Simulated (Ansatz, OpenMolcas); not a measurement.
AlCl3 (aluminium trichloride (monomer)): the electronic atomisation energy, rung by rung

AlCl3: 4 atoms, total charge 0, spin state singlet. SMILES: `Cl[Al](Cl)Cl`. The shape is that of a PBE0-D4/def2-TZVP optimisation.

```xyz
4

Cl   -1.1350   -0.1084    1.7262
Al    0.0000    0.0000    0.0000
Cl    1.7420   -1.1040   -0.1636
Cl   -0.6069    1.2125   -1.5626
```

Quantity: the electronic atomisation energy, in eV. The values are calculated. Electronic energies at fixed atoms, without zero-point motion or spin-orbit coupling.

| level | kind | program | value (eV) |
| --- | --- | --- | --- |
| revPBE/6-311+G** | GGA | OpenMolcas | 12.40 |
| r2SCAN/6-311+G** | meta-GGA | Ansatz | 13.31 |
| B3LYP/6-311+G** | global hybrid | Ansatz | 12.38 |
| wB97M-V/6-311+G** | range-separated hybrid | Ansatz | 13.04 |
| B2PLYP/6-311+G** | double hybrid | Ansatz | 12.52 |
| RPA@PBE0/6-311+G** | RPA | Ansatz | 11.69 |
| MP2/6-311+G** | perturbation theory | Ansatz | 12.77 |
| BCCD(T)/6-311+G** | coupled cluster or CI | Ansatz | 12.23 |

Correlated wave functions underbind in double-zeta sets. The values span 11.69 to 13.31 eV.

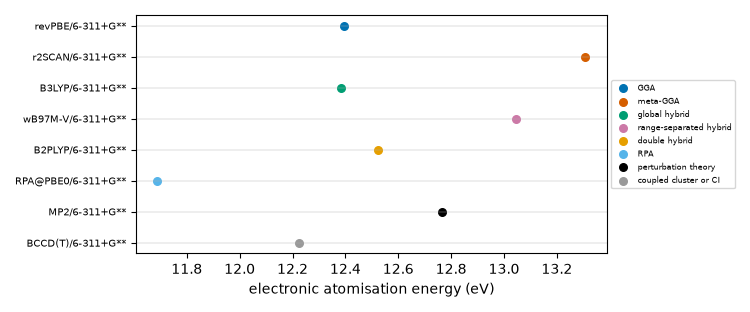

The values of the table, level by level.
